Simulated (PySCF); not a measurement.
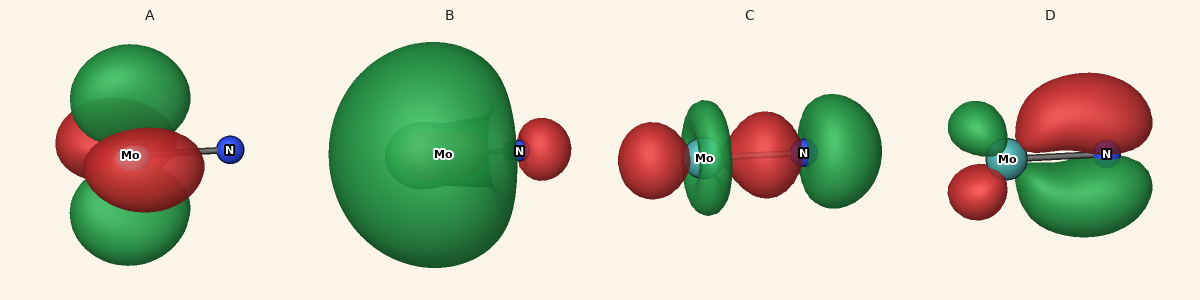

The picture shows: MoN (charge +1, triplet). Four frontier β-spin orbitals, each drawn at the value that holds 80 % of its norm (green and red are the two phases), in no order; of a degenerate pair one member is drawn.

⟨S²⟩ = 2.08, above the pure value of 2.00; core potentials replace the inner electrons of Mo.

Computed with PBE0/def2-TZVPPD, non-relativistic Hamiltonian with scalar-relativistic core potentials where named, at a bond length of 1.582 Å in PySCF 2.14.0.

Name the orbitals and rank them from lowest to highest energy.

Orbital D: π, occupied in this spin, −15.86 eV; bonding, with no node between the atoms.
Orbital C: σ, occupied in this spin, −15.42 eV; shared between the atoms (Mo 35 %, N 65 %).
Orbital B: σ, empty in this spin, −8.37 eV; mainly on Mo (95 %).
Orbital A: δ, empty in this spin, −8.21 eV; almost wholly on Mo.
